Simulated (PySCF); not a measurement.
Potential energy curve for AlN, triplet.

Computed with: UHF/cc-pVDZ (PySCF); UKS-wB97X-V = unrestricted wB97X-V/cc-pVDZ (PySCF 2.14.0); UKS-r2SCAN = unrestricted r2SCAN/cc-pVDZ (PySCF 2.14.0).

Magnitude of the dipole moment (D; its direction can reverse along the curve, and a method can change to another solution) and Mulliken charge of the fragment that holds Al1:

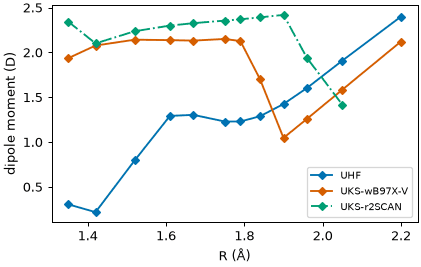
Figure: Dipole moment against bond length.

| R / Å | μ UHF | q UHF | μ UKS-wB97X-V | q UKS-wB97X-V | μ UKS-r2SCAN | q UKS-r2SCAN |
|---|---|---|---|---|---|---|
| 1.35 | 0.31 | 0.41 | 1.94 | 0.39 | 2.34 | 0.44 |
| 1.42 | 0.22 | 0.38 | 2.08 | 0.36 | 2.10 | 0.39 |
| 1.52 | 0.80 | 0.37 | 2.14 | 0.32 | 2.24 | 0.35 |
| 1.61 | 1.29 | 0.35 | 2.14 | 0.31 | 2.30 | 0.33 |
| 1.67 | 1.30 | 0.36 | 2.13 | 0.30 | 2.33 | 0.32 |
| 1.75 | 1.23 | 0.37 | 2.15 | 0.31 | 2.36 | 0.32 |
| 1.79 | 1.23 | 0.38 | 2.13 | 0.31 | 2.37 | 0.32 |
| 1.84 | 1.29 | 0.39 | 1.70 | 0.30 | 2.39 | 0.32 |
| 1.90 | 1.42 | 0.41 | 1.05 | 0.30 | 2.42 | 0.32 |
| 1.96 | 1.60 | 0.42 | 1.26 | 0.32 | 1.94 | 0.31 |
| 2.05 | 1.91 | 0.44 | 1.58 | 0.34 | 1.42 | 0.33 |
| 2.20 | 2.40 | 0.45 | 2.12 | 0.36 | — | — |

A dash means that the run gave no value there, or that the column was ended at a point which the program doubted or which failed a test of continuity chosen for this set; such a test can also cut sound points.

The scan ran from 1.35 to 7.23 Å; beyond the distances shown one of the unrestricted levels run for this scan, shown here or not, changes its spin distribution in one step. The unrestricted determinant behind UHF is spin-contaminated at 1.35, 1.52 to 1.84 Å (<S²> up to 2.2, against 2.00 for a pure triplet).
